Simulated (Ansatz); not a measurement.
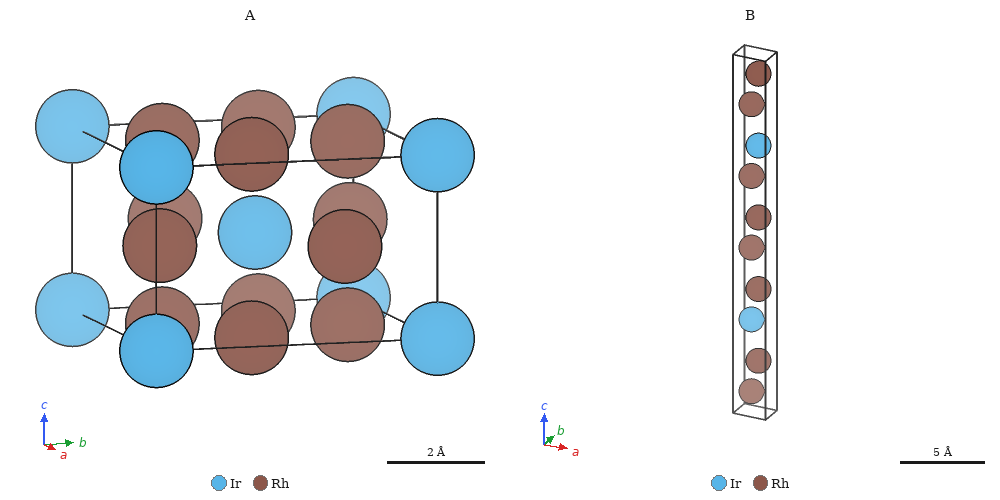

Two structures of IrRh4, each relaxed to rest (conventional cells in solid outline, small ones repeated, not to one scale). Method: Ansatz, DFT PBE, scalar-relativistic, plane waves, PAW, without spin polarisation.

Which two forms are compared?

Answer. A: 10 atoms a cell on a body-centred tetragonal lattice, I4/m. B: 10 atoms a cell on a primitive hexagonal lattice, P6_3/mmc.

Which form lies lower?

Answer. A is lower, by 49 meV/atom at this level of theory (energies at zero smearing). Volumes: A 14.1, B 14.2 Å³/atom.

One or both may be structure types tried for this composition rather than known phases.
